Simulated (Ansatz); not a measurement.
Consider GeH₅OPSi.

Input

```
crystal:
  periodic: [false, false, false]
  atoms:
    - {symbol: Ge, position_ang: [-0.113460, -1.468780, 0.500917]}
    - {symbol: O, position_ang: [-1.556591, -1.562976, 1.795163]}
    - {symbol: P, position_ang: [-1.103886, -1.219735, -1.576562]}
    - {symbol: Si, position_ang: [-0.662632, -0.269991, 2.362052]}
    - {symbol: H, position_ang: [-1.190136, 0.201791, -1.493717]}
    - {symbol: H, position_ang: [0.156503, -1.193657, -2.250908]}
    - {symbol: H, position_ang: [0.646319, -2.805358, 0.572176]}
    - {symbol: H, position_ang: [-1.271345, 1.084976, 2.248805]}
    - {symbol: H, position_ang: [0.031332, -0.432362, 3.669946]}
basis:
  gaussian:
    orbitals: def2-TZVPD
hamiltonian:
  xc: {name: PBE0}
output: {forces: true, orbitals: {seedname: orbitals}}
```

Launched as:

```sh
ansatz run input.yaml --threads 2 --pin off --max-ram 4350MiB --events-out events.jsonl --progress --plain --runs-dir runs
```

Geometry: PBE0-D3(BJ)/pcseg-1.

The calculation used isolated molecule in a Gaussian basis; Kohn-Sham density functional theory, functional PBE0 in Ansatz.

Predict the electron density and electron localisation function between the atoms.

Answer. Ge–O (1.94 Å): ρ is about 0.72 e/Å³ halfway; the ELF peaks at about 0.80 in the valence shell of O, 0.6 Å from its nucleus, and is about 0.35 at the midpoint.
Ge–P (2.31 Å): the density is about 0.67 e/Å³ at the midpoint; the ELF peaks at about 0.90 between the atoms, as expected for localised, covalent bonding.
P–H (1.43 Å): ρ at the midpoint is about 1.1 e/Å³; the ELF climbs to about 1 towards the hydrogen, as it does in any bond to H.

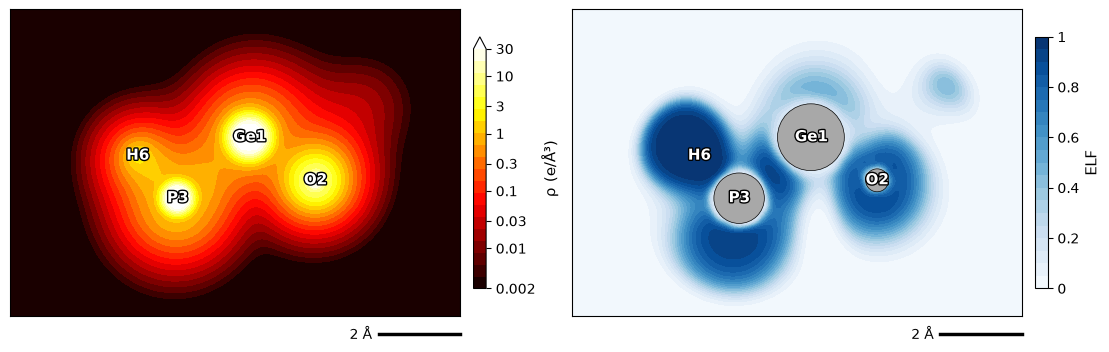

Computed electron density and electron localisation function on the plane of atoms Ge1, P3 and H6, in this order. Grey discs cover the atomic cores in the ELF map. 
